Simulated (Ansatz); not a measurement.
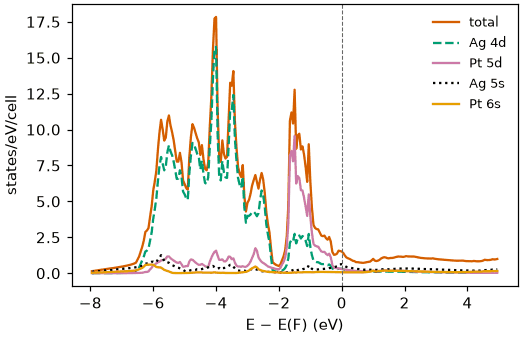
Figure: Total and projected density of states of Ag3Pt (Cu3Au type, space group No. 221), DFT-PBEsol in the program Ansatz with PAW potentials

Problem. Which orbitals carry the states next to the Fermi level?

Solution. Within 0.5 eV of the Fermi level: Pt 5d 33 %, Ag 5s 30 %, Ag 4d 20 %, Pt 6s 5 %, outside the projected shells 11 %. Projections are on Löwdin-orthogonalised atomic valence shells; empty p or d shells of many metals are not among them.

Problem. Where is the tallest occupied peak in this window, and what makes it?

Solution. Near -4.0 eV, about 18 states/eV per cell; the largest projected share is Ag 4d.

Space group Pm-3m (Cu3Au type). The workflow started from an entry of the Crystallography Open Database (COD). Its standing as an ambient phase is unchecked. The PBEsol relaxation kept the symmetry of its start; whether a distortion lowers the energy is not shown. The run is not spin-polarised. Scalar-relativistic: spin–orbit coupling is off unless named, which matters more the heavier the elements.

Potentials: the later of the program's two PAW sets.
